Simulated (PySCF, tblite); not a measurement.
**AlH5O6Si, a fragment of a glass network (2-ring): NMR shifts, core binding energies and electronic excitations**

Aim: the NMR shifts, core binding energies and electronic excitations of `[OH][Al-]1([OH])[O][Si](O)(O)[OH+]1`. It is drawn as: Al Si, OH ends, O bridges.

Computed with tblite 0.8.0 and PySCF 2.14.0; each step states its level. No surroundings beyond the atoms listed, unless a continuum is named. Atoms count from 0, parts from 1.

## 1. Starting point

13 atoms, charge 0, multiplicity 1; geometry: distance geometry start.

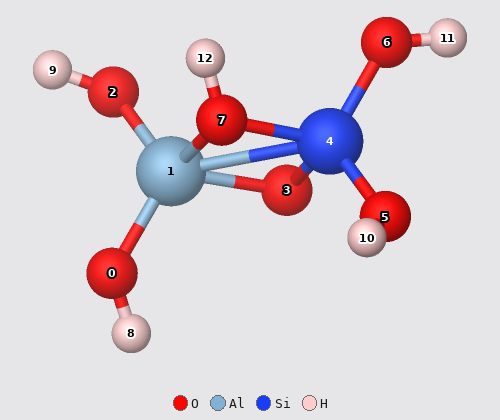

The starting geometry (oxygen red, aluminium light blue, silicon blue, hydrogen pink), atoms numbered.

## 2. Relaxing the cluster with GFN2-xTB

The job: settings as JSON, then the geometry in Å.

```
{"job": {"kind": "relax", "xc": "GFN2-xTB", "basis": "xTB"}, "charge": 0, "multiplicity": 1}
O      0.136679    -0.930977     3.064282
Al    -0.518926     0.346956     1.928778
O     -1.376016     1.756382     2.728042
O     -1.468623    -0.380953     0.500209
Si    -0.262939     0.149234    -0.698142
O      0.545724    -1.191798    -1.465252
O     -0.888414     1.387610    -1.793483
O      0.709532     0.878656     0.599355
H     -0.054279    -1.890382     3.068975
H     -1.045406     2.321240     3.476569
H      1.505914    -1.443520    -1.366479
H     -1.361904     1.218811    -2.611091
H      0.843969     1.851779     0.559011
```

Level: GFN2-xTB geometry optimisation, gas phase.

Run with:

```
$ OMP_NUM_THREADS=1 python cluster_run.py task.json out
```

This one command runs all jobs of the session in turn.

The log of the run:

```text
step      E/eV     max force
  0    -817.39373    4.217
  1    -818.27797    2.855
  2    -818.68394    8.528
  3    -819.13024    1.805
  4    -819.21751    1.384
  5    -819.42454    1.688
  6    -819.47652    1.046
  7    -819.54033    0.585
  8    -819.57057    0.814
  9    -819.60852    0.959
 10    -819.63620    0.646
 11    -819.65565    0.348
 12    -819.66748    0.451
 13    -819.68006    0.476
 14    -819.68896    0.290
 15    -819.69884    0.348
 16    -819.71157    0.540
 17    -819.72524    0.545
 18    -819.73864    0.488
 19    -819.74751    0.285
 20    -819.75460    0.360
 21    -819.76053    0.360
 22    -819.76715    0.181
 23    -819.77351    0.219
 24    -819.78253    0.353
 25    -819.79353    0.411
 26    -819.80254    0.288
 27    -819.80686    0.454
 28    -819.80897    0.283
 29    -819.81289    0.192
 30    -819.81787    0.263
 31    -819.82292    0.281
 32    -819.82813    0.228
 33    -819.83368    0.281
 34    -819.84173    0.302
 35    -819.84530    0.566
 36    -819.85738    0.265
 37    -819.86097    0.171
 38    -819.86422    0.160
 39    -819.86616    0.164
 40    -819.86892    0.144
 41    -819.87118    0.119
 42    -819.87413    0.116
 43    -819.87601    0.107
 44    -819.87720    0.091
 45    -819.87809    0.070
 46    -819.87908    0.069
 47    -819.88061    0.090
 48    -819.88248    0.083
 49    -819.88385    0.068
 50    -819.88459    0.064
 51    -819.88508    0.058
 52    -819.88553    0.079
 53    -819.88621    0.137
 54    -819.88716    0.072
 55    -819.88817    0.134
 56    -819.88889    0.074
 57    -819.88918    0.043
 58    -819.88933    0.025
 59    -819.88946    0.036
 60    -819.88965    0.046
 61    -819.88997    0.040
 62    -819.89038    0.080
 63    -819.89073    0.048
 64    -819.89107    0.041
 65    -819.89124    0.051
 66    -819.89145    0.064
 67    -819.89195    0.094
 68    -819.89254    0.137
 69    -819.89325    0.123
 70    -819.89419    0.128
 71    -819.89550    0.075
 72    -819.86870    1.592
 73    -819.89624    0.082
 74    -819.89684    0.083
 75    -819.88471    1.246
 76    -819.89865    0.127
 77    -819.90014    0.096
 78    -819.88080    1.455
 79    -819.90196    0.075
 80    -819.90333    0.078
 81    -819.87825    1.574
 82    -819.90505    0.080
 83    -819.90618    0.084
 84    -819.90502    0.681
 85    -819.90828    0.124
 86    -819.90893    0.154
 87    -819.90993    0.267
 88    -819.91051    0.176
 89    -819.91154    0.059
 90    -819.91185    0.047
 91    -819.91261    0.044
 92    -819.91319    0.061
 93    -819.91376    0.078
 94    -819.91411    0.067
 95    -819.91436    0.049
 96    -819.91466    0.089
 97    -819.91508    0.056
 98    -819.91547    0.040
 99    -819.91571    0.028
100    -819.91583    0.027
101    -819.91593    0.065
102    -819.91608    0.060
103    -819.91641    0.056
104    -819.91673    0.059
105    -819.91705    0.054
106    -819.91738    0.056
107    -819.91782    0.071
108    -819.91825    0.104
109    -819.91869    0.068
110    -819.91909    0.073
111    -819.91969    0.094
112    -819.92013    0.076
113    -819.92107    0.139
114    -819.92146    0.148
115    -819.92234    0.095
116    -819.92297    0.090
117    -819.92403    0.117
118    -819.92513    0.071
119    -819.92579    0.294
120    -819.92725    0.197
121    -819.92802    0.131
122    -819.92875    0.131
123    -819.92931    0.072
124    -819.93022    0.084
125    -819.93128    0.071
126    -819.93160    0.046
127    -819.93182    0.048
128    -819.93199    0.053
129    -819.93214    0.032
130    -819.93227    0.025
131    -819.93240    0.040
132    -819.93254    0.045
133    -819.93277    0.049
134    -819.93293    0.037
135    -819.93303    0.019
136    -819.93310    0.024
137    -819.93318    0.025
138    -819.93326    0.022
139    -819.93335    0.021
140    -819.93344    0.018
141    -819.93353    0.022
142    -819.93360    0.023
143    -819.93366    0.020
144    -819.93370    0.022
145    -819.93376    0.023
146    -819.93384    0.025
147    -819.93392    0.029
148    -819.93398    0.024
149    -819.93403    0.019
150    -819.93407    0.014
151    -819.93411    0.015
152    -819.93415    0.018
153    -819.93419    0.025
154    -819.93422    0.017
155    -819.93424    0.014
156    -819.93426    0.008
```

Wall time 2 s (1 thread of Arm Neoverse V1, shared host).

The steps of the relaxation: (the energy doesn't fall at every step)

```
step  energy from step 0 (eV)  largest force (eV/Å)
   0                   0.0000                4.2166
   6                  -2.0828                1.0458
  12                  -2.2737                0.4509
  18                  -2.3449                0.4884
  24                  -2.3888                0.3528
  30                  -2.4241                0.2622
  36                  -2.4637                0.2657
  42                  -2.4804                0.1162
  48                  -2.4887                0.0835
  54                  -2.4934                0.0717
  60                  -2.4959                0.0450
  66                  -2.4977                0.0643
  72                  -2.4750                1.5927
  78                  -2.4871                1.4553
  84                  -2.5113                0.6808
  90                  -2.5181                0.0469
  96                  -2.5209                0.0893
 102                  -2.5223                0.0603
 108                  -2.5245                0.1033
 114                  -2.5277                0.1475
 120                  -2.5335                0.1968
 126                  -2.5379                0.0462
 132                  -2.5388                0.0450
 138                  -2.5395                0.0216
 144                  -2.5400                0.0215
 150                  -2.5403                0.0139
 156                  -2.5405                0.0081
```

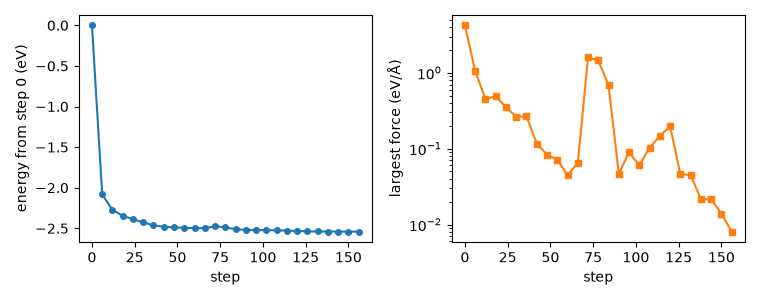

Energy and force, step by step.

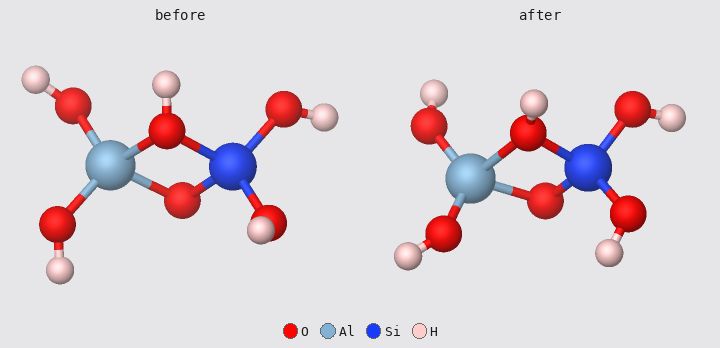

Before and after, at one scale.

Close pairs (by a distance rule), those that changed most:

```
   bond  before (Å)  after (Å)  change (Å)
 O3–Si4       1.781      1.590      -0.190
 Al1–O2       1.833      1.653      -0.180
 O0–Al1       1.831      1.653      -0.178
 Si4–O6       1.768      1.613      -0.155
 Si4–O5       1.744      1.617      -0.126
 Al1–O7       1.887      2.005      +0.118
Al1–Si4       2.647      2.549      -0.098
 Si4–O7       1.778      1.691      -0.087
```

## 3. Optimising the geometry at PBE0-D3(BJ)/def2-SVP

The job: settings as JSON, then the geometry in Å.

```
{"job": {"xc": "PBE0", "basis": "def2-SVP", "d3": "d3bj", "grid": 2, "kind": "geom", "shake": 0.01}, "charge": 0, "multiplicity": 1}
O      0.594088    -1.389406     1.919392
Al    -0.352170    -0.113712     1.354916
O     -1.010438     1.131071     2.228426
O     -1.156932    -0.575051    -0.157054
Si    -0.102584    -0.047054    -1.189750
O      0.679020    -1.156691    -2.045677
O     -0.432819     1.193703    -2.156434
O      0.919452     0.662131    -0.015396
H      0.881763    -1.830554     2.690649
H     -1.559996     1.881293     2.152754
H      0.849959    -1.999373    -1.606772
H     -0.938895     1.022582    -2.939329
H      1.639759     1.203690    -0.228323
```

The log of the run:

```text
step   0  E = -985.42093952  max force = 0.034030
step   1  E = -985.43195354  max force = 0.005400
step   2  E = -985.43282109  max force = 0.004980
step   3  E = -985.43440808  max force = 0.005186
step   4  E = -985.43464109  max force = 0.003089
step   5  E = -985.43488507  max force = 0.001368
step   6  E = -985.43496019  max force = 0.001684
step   7  E = -985.43516741  max force = 0.001861
step   8  E = -985.43523407  max force = 0.000934
step   9  E = -985.43528544  max force = 0.000739
step  10  E = -985.43530402  max force = 0.000836
step  11  E = -985.43532366  max force = 0.000574
step  12  E = -985.43533385  max force = 0.000375
optimisation converged
```

Wall time 3.1 min (1 thread of Arm Neoverse V1, shared host); peak memory 0.75 GiB.

Step by step:

```
step  energy from step 0 (eV)  largest force component (eV/Å)
   0                   0.0000                          1.7499
   1                  -0.2997                          0.2777
   2                  -0.3233                          0.2561
   3                  -0.3665                          0.2667
   4                  -0.3728                          0.1588
   5                  -0.3795                          0.0703
   6                  -0.3815                          0.0866
   7                  -0.3872                          0.0957
   8                  -0.3890                          0.0480
   9                  -0.3904                          0.0380
  10                  -0.3909                          0.0430
  11                  -0.3914                          0.0295
  12                  -0.3917                          0.0193
```

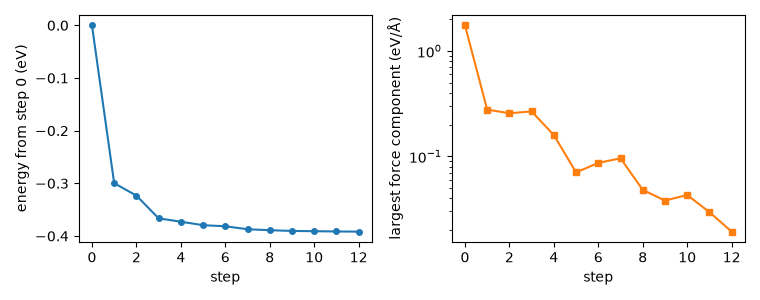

Energy and force, step by step.

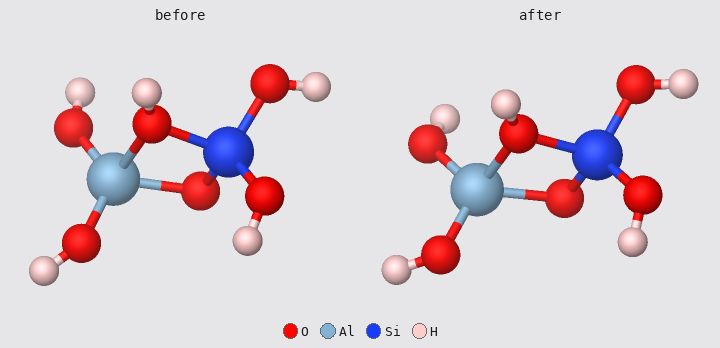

Before and after, at one scale.

Distances of close pairs at the start and the end, largest changes first:

```
   bond  before (Å)  after (Å)  change (Å)
Al1–Si4       2.558      2.627      +0.069
 Al1–O2       1.657      1.709      +0.052
 Al1–O7       2.024      1.977      -0.047
 O3–Si4       1.567      1.610      +0.043
 Si4–O5       1.605      1.641      +0.036
 O7–H12       0.926      0.961      +0.035
 Si4–O6       1.607      1.634      +0.027
  O2–H9       0.933      0.958      +0.024
```

The next job starts from the end point, and lists it.

```
                         at the end point                value
  point group (found at 0.08 Å tolerance)                   C1
rotational constants (GHz, main isotopes)  2.691, 1.024, 0.873
                        dipole moment (D)                 3.08
```

## 4. Nuclear shieldings: PBE0/pcSseg-1

The job: settings as JSON, then the geometry in Å.

```
{"job": {"kind": "nmr", "xc": "PBE0", "basis": "pcSseg-1"}, "charge": 0, "multiplicity": 1}
O      0.703205    -1.466618     2.025834
Al    -0.218729    -0.192029     1.358899
O     -0.845835     0.977179     2.435719
O     -1.134692    -0.575988    -0.134903
Si    -0.154253     0.033818    -1.257515
O      0.546820    -1.027044    -2.294170
O     -0.598351     1.334616    -2.141144
O      0.932596     0.604489    -0.037035
H      0.743841    -1.603092     2.972833
H     -1.616108     1.511518     2.240701
H      0.627805    -1.928104    -1.963546
H     -0.709680     1.184047    -3.084494
H      1.733627     1.129915    -0.113916
```

With the program's defaults for keys left out, this is: GIAO PBE0/pcSseg-1 NMR shielding, non-relativistic, gas phase.

The log of the run:

```text
coarse grid: 12864 points
cycle   1  E = -985.3363463679  dE =  1.283e+00  |g| = 1.615e+00  |ddm| = 3.546e+00
cycle   2  E = -984.8483156472  dE =  4.880e-01  |g| = 2.302e+00  |ddm| = 2.456e+00
cycle   3  E = -985.7845070730  dE = -9.362e-01  |g| = 1.616e-01  |ddm| = 1.641e+00
cycle   4  E = -985.7880561554  dE = -3.549e-03  |g| = 8.134e-02  |ddm| = 1.314e-01
cycle   5  E = -985.7891192694  dE = -1.063e-03  |g| = 1.283e-02  |ddm| = 4.467e-02
cycle   6  E = -985.7891425684  dE = -2.330e-05  |g| = 6.570e-03  |ddm| = 1.174e-02
cycle   7  E = -985.7891497321  dE = -7.164e-06  |g| = 1.061e-03  |ddm| = 4.139e-03
final grid: 117928 points
cycle   8  E = -985.8925877486  dE = -2.621e-05  |g| = 1.144e-02  |ddm| = 1.568e-02
cycle   9  E = -985.8925671271  dE =  2.062e-05  |g| = 1.595e-02  |ddm| = 1.479e-02
cycle  10  E = -985.8926085572  dE = -4.143e-05  |g| = 6.990e-04  |ddm| = 8.945e-03
cycle  11  E = -985.8926086233  dE = -6.607e-08  |g| = 3.278e-04  |ddm| = 5.479e-04
cycle  12  E = -985.8926086409  dE = -1.757e-08  |g| = 5.180e-05  |ddm| = 1.857e-04
cycle  13  E = -985.8926086412  dE = -3.517e-10  |g| = 2.665e-05  |ddm| = 4.704e-05
converged SCF energy = -985.8926086412

GIAO shielding tensors (ppm)
atom      isotropic    diamagn.    paramagn.     s11        s22        s33       span
  0 O      332.000     387.954     -55.955    306.791    324.362    364.846     58.055
  1 Al     496.668     796.817    -300.149    424.610    500.090    565.303    140.693
  2 O      329.158     390.225     -61.067    297.362    322.807    367.304     69.942
  3 O      242.692     397.070    -154.378    210.883    236.129    281.065     70.182
  4 Si     418.828     881.649    -462.821    354.766    436.116    465.602    110.836
  5 O      281.198     389.269    -108.071    252.036    265.441    326.117     74.081
  6 O      290.571     386.901     -96.330    259.073    281.306    331.334     72.261
  7 O      271.025     399.648    -128.623    228.473    266.704    317.900     89.427
  8 H       30.551      30.519       0.032     21.929     24.188     45.536     23.607
  9 H       30.531      32.255      -1.724     21.999     24.774     44.819     22.821
 10 H       28.927      31.681      -2.755     20.441     24.346     41.994     21.553
 11 H       29.073      28.612       0.461     20.415     23.781     43.023     22.608
 12 H       28.292      32.647      -4.354     19.611     21.431     43.836     24.225
```

Wall time 24 s (1 thread of Arm Neoverse V1, shared host); peak memory 0.93 GiB.

Shifts follow as δ = σ(reference) − σ, with reference shieldings (ppm) from runs at the same level and on the same kind of geometry: ¹H TMS 31.27, ²⁹Si TMS 352.0, ¹⁷O H2O 334.6, ²⁷Al AlH4- 489.3. The references are single molecules in the gas phase, so shifts against H2O, NH3, PH3, H3PO4 or CFCl3 are not on the usual liquid scales and can be off by tens of ppm. Shifts against hydride references such as AlH4− lie on their own scale.

```
atoms                                    environment  σ (ppm)  δ (ppm)
  H12   hydrogen on a donor oxygen of a Lewis adduct    28.29     2.97
  H10             hydrogen on an oxygen bonded to Si    28.93     2.34
  H11             hydrogen on an oxygen bonded to Si    29.07     2.19
   H9             hydrogen on an oxygen bonded to Al    30.53     0.74
   H8             hydrogen on an oxygen bonded to Al    30.55     0.72
   O3  oxygen bonded to Al, Si, in a 4-membered ring    242.7     91.9
   O7                 donor oxygen of a Lewis adduct    271.0     63.5
   O5                         oxygen bonded to Si, H    281.2     53.4
   O6                         oxygen bonded to Si, H    290.6     44.0
   O2                         oxygen bonded to Al, H    329.2      5.4
   O0                         oxygen bonded to Al, H    332.0      2.6
  Al1                                                   496.7     -7.4
  Si4                                                   418.8    -66.8
```

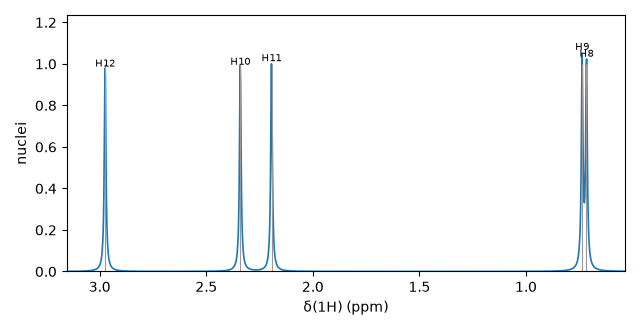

¹H lines at the computed shifts, without couplings. Lines are broadened to a width of 0.01 ppm (Lorentzian).

The run also stored atomic charges by several schemes (e):

```
atoms  Mulliken    IAO  Hirshfeld  ESP fit
   O0     -0.67  -0.84      -0.42    -0.92
  Al1      1.14   1.33       0.57     1.34
   O2     -0.66  -0.83      -0.41    -0.93
   O3     -0.77  -0.93      -0.40    -0.79
  Si4      1.38   1.69       0.58     1.26
   O5     -0.55  -0.78      -0.31    -0.77
   O6     -0.54  -0.77      -0.30    -0.74
   O7     -0.64  -0.74      -0.22    -0.79
```

ESP fit charges:

O0 -0.92; Al1 1.34; O2 -0.93; O3 -0.79; Si4 1.26; O5 -0.77; O6 -0.74; O7 -0.79; H8 0.44; H9 0.44; H10 0.47; H11 0.47; H12 0.51

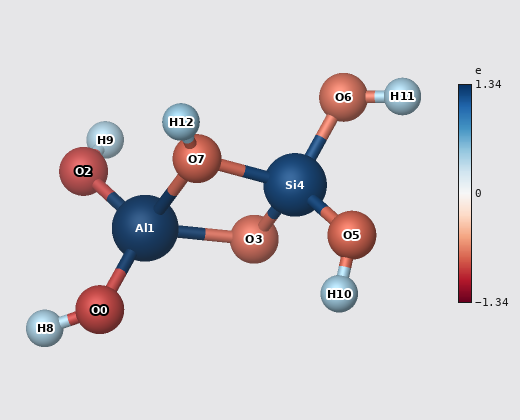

ESP fit charges, as colours on the atoms.

Mayer bond orders: O0–Al1 0.96, Al1–O2 1.00, Al1–O3 0.71, O3–Si4 1.13, Si4–O5 1.08, Si4–O6 1.07, Si4–O7 0.65, O7–Al1 0.34.

Ring of atoms Al1, O3, Si4, O7: NICS(0) -12.0, NICS(1) -3.4, NICS(1)zz -1.5 ppm (means of both faces). The ring holds saturated atoms, so no π current runs round it: these values come from its σ bonds, any local π bonds and neighbouring rings, and say nothing of aromaticity.

[end of part 1 of 2]
